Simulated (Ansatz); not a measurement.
Relaxed Al2Cu (Al2Cu type, space group I4/mcm):

```xyz
6
Lattice="-3.0297 3.0297 2.4370 3.0297 -3.0297 2.4370 3.0297 3.0297 -2.4370" Properties=species:S:1:pos:R:3 pbc="T T T"
Al     0.9591     3.9888     0.0000
Al     0.9591     2.0706     2.4370
Al     2.0706     0.9591     0.0000
Al     2.0706    -0.9591     2.4370
Cu     0.0000     0.0000     1.2185
Cu     0.0000     0.0000     3.6555
```

In each cell atom 1 (Al, nearest neighbour Cu at 2.587 Å; its periodic images, 4.9 Å or more away, move with it) moves by s·(-0.371, 0.800, -0.471) (towards the nearest neighbour), the rest being held.

All values below come from PBE (plane waves to 420 eV, PAW, scalar-relativistic; Ansatz, a program for electronic structure). k mesh 10×10×10 (Γ-centred), Fermi-Dirac smearing 0.05 eV. The energy includes the smearing's −TS. With partly filled bands, energies and forces of such displacements shift with the k mesh and the smearing. F⊥ is the part of the force across the line. Al2Cu is run without spin polarisation. Al2Cu was relaxed with its symmetry unable to fall. The PAW data are Ansatz's earlier set. The zero of ΔE is the undisplaced structure.

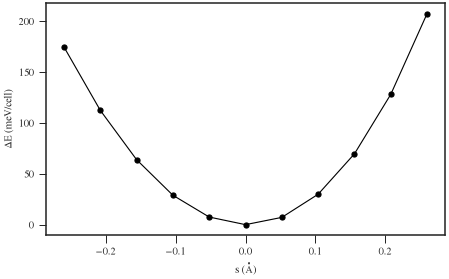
ΔE (meV/cell) against s (Å); computed points joined by lines.

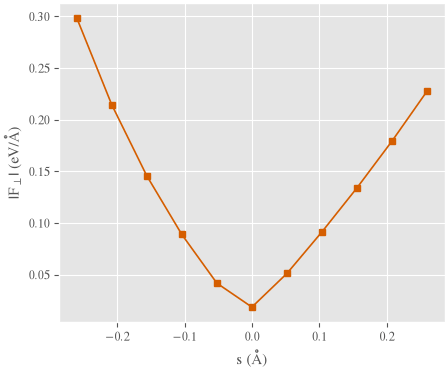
*|F⊥| (eV/Å) against s (Å); markers are the computed points, lines only join them.*

The force constant k = d²E/ds² at s = 0 (finite differences) is 5.40 eV/Å² and the force along the line at s = -0.260 Å is 1.33 eV/Å. Shape of the curve: a single well with its minimum at or next to zero displacement. Symmetry of the curve: not even: the positive side lies higher at ±0.260 Å. Harmonic estimate at the end of the scan: ½ks² = 182 meV/cell against the computed 208 meV/cell, so the well is stiffer than harmonic there.

The forces along the line at the two nearest points give (0.280 − (-0.284)) / (2·0.052) = 5.42 eV/Å²; the next pair corrects for the finite step.

(A displaced cell: forces are minus the slopes of the energy, force constants its curvatures, and phonons follow from these.)
